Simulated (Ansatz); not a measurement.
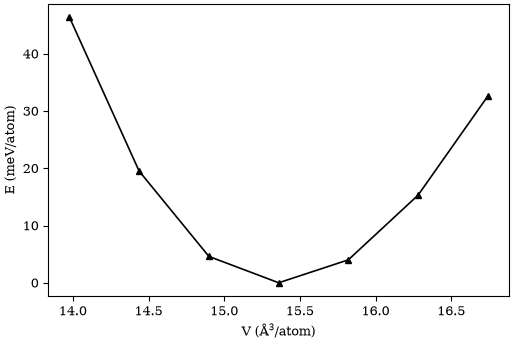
Figure: SnO (CsCl type, Pm-3m) under volume change, PBE (plane waves, PAW; program Ansatz), scaled uniformly.

Problem. What does a third-order Birch–Murnaghan fit give for V₀, B₀ and B′?

Solution. V₀ = 15.36 Å³/atom, B₀ = 99.4 GPa, B′ = 4.6.

A made-up cell: these elements were put on the sites of a structure type; neither database checked (COD, Materials Project) lists it. It is not the phase usual at ambient conditions (space group No. 129). Symmetry was held in the PBE relaxation; whether a distortion lowers the energy is not shown. Scalar-relativistic: spin–orbit coupling is off unless named, which matters more the heavier the elements.

Potentials: the later of the program's two PAW sets.
